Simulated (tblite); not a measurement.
## Frequency calculation, with input and output: C5H10FNSi2

C5H10FNSi2, computed with GFN2-xTB harmonic vibrations, gas phase (tblite 0.8.0).

It belongs to a series of runs on one base structure; here: H on C replaced by vinyl.

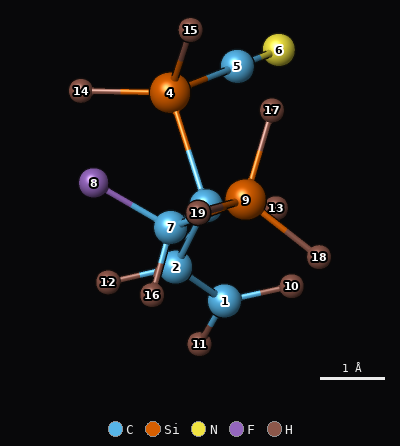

Figure 1. The input geometry (ball-and-stick view, seen at an oblique angle; atoms are numbered from 1 in the order of the input).

**Key numbers**

- outcome: converged
- total energy: −729.9914 eV
- zero-point energy: 79.7660 kcal/mol
- hardware: 1 CPU thread, shared host
- wall time: 1.6 s
- peak memory: 0.18 GiB

**Input file**
```
{"job": {"kind": "ir", "xc": "GFN2-xTB", "basis": "xTB"}, "charge": 0, "multiplicity": 1}
C     -2.097446    -1.264719    -1.108683
C     -1.452300    -0.839844    -0.037185
C     -0.131150    -0.141983    -0.062869
Si    -0.428117     1.735843     0.212886
C     -1.255830     2.302261    -1.364118
N     -1.757205     2.653381    -2.332176
C      0.814931    -0.667468     1.014687
F      0.650708     0.102962     2.176143
Si     2.673885    -0.628278     0.532133
H     -1.694491    -1.134857    -2.099956
H     -3.055629    -1.750180    -1.042321
H     -1.881075    -0.974164     0.948128
H      0.327357    -0.296018    -1.045031
H     -1.359141     1.985643     1.309266
H      0.830463     2.473333     0.326009
H      0.520536    -1.680822     1.317866
H      3.000913     0.720000     0.070698
H      2.840590    -1.604938    -0.544204
H      3.443196    -0.980901     1.721266
```

The first line tells a small driver script what to run in tblite; the rest is the geometry in Å.

Launched with:
```bash
OMP_NUM_THREADS=1 python <driver script> task.json out
```

**Log**
```
mode    cm-1     km/mol
  1      32.4      2.06
  2      40.8      3.39
  3      58.2      2.04
  4      84.9      5.12
  5      99.5      0.75
  6     143.4      2.04
  7     156.3      4.25
  8     220.0      4.03
  9     241.7      3.81
 10     264.0      4.28
 11     330.4      1.58
 12     335.9      2.00
 13     374.7      2.76
 14     457.2     25.17
 15     485.5     80.72
 16     550.0     61.24
 17     567.7     51.76
 18     579.1     16.35
 19     622.8      6.29
 20     625.0      6.27
 21     711.8    315.26
 22     745.8    100.66
 23     752.0     46.12
 24     755.8    210.12
 25     772.1     61.30
 26     776.6    150.74
 27     784.2    360.41
 28     886.0     15.47
 29     944.9      3.25
 30     952.5     77.50
 31    1023.0     11.42
 32    1069.0      5.42
 33    1086.8     34.98
 34    1166.9     18.57
 35    1210.2     16.68
 36    1262.8      0.95
 37    1282.0      5.75
 38    1310.1      3.38
 39    1415.9      3.49
 40    1702.2     19.92
 41    2270.4    200.13
 42    2281.6    166.24
 43    2290.4    406.11
 44    2305.1    198.42
 45    2312.1    344.52
 46    2357.2     24.74
 47    2892.4     48.12
 48    2926.4     35.25
 49    3050.6     29.51
 50    3100.5     16.97
 51    3129.8     44.24
```

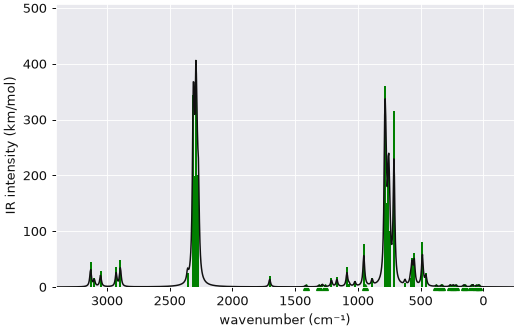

Figure 2. Harmonic infrared spectrum, unscaled: sticks (degenerate modes added up, dark ones marked on the axis) with a Lorentzian envelope of 16 cm⁻¹ full width, scaled to the tallest stick. 51 modes from 32 to 3130 cm⁻¹, none imaginary. The strongest line is at 2290 cm⁻¹ (406 km/mol).
